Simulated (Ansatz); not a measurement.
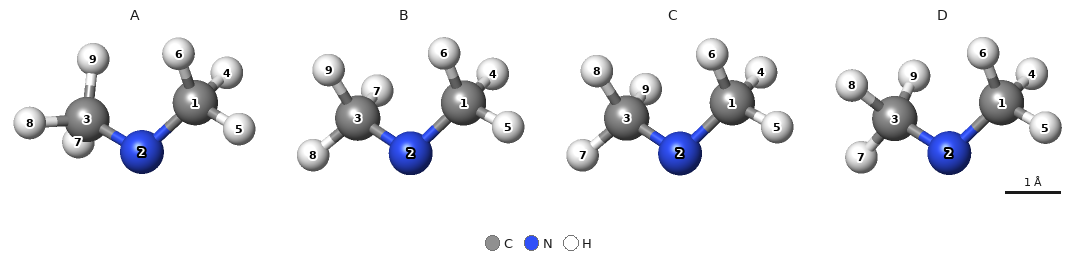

4 geometries from a converged minimum-energy path of C₂H₆N (charge −1), shuffled. Style: ball-and-stick. Shown at a tilt.

Method: RKS r2SCAN-D4/def2-SVP (Ansatz). Settings: 5 movable images; climbing image; force threshold 0.03 eV/Å; iteration limit 60; starting path through a guess of the saddle point.

> Which frame is the top of the path?

A. In order along the path, whose images run from 0 to 6: B (image 0, 0.000 eV), A (image 3, +0.263 eV), D (image 5, +0.061 eV), C (image 6, 0.000 eV). The motion is a rotation about the N2–C3 bond by about 120°. No bond forms or breaks between the ends. Among the angles between lasting bonds that change up to the highest image: C1–N2–C3 108.4° → 112.2°, N2–C3–H8 112.8° → 116.1°.

Limits of the set-up: the basis has no diffuse functions, which an anion needs.
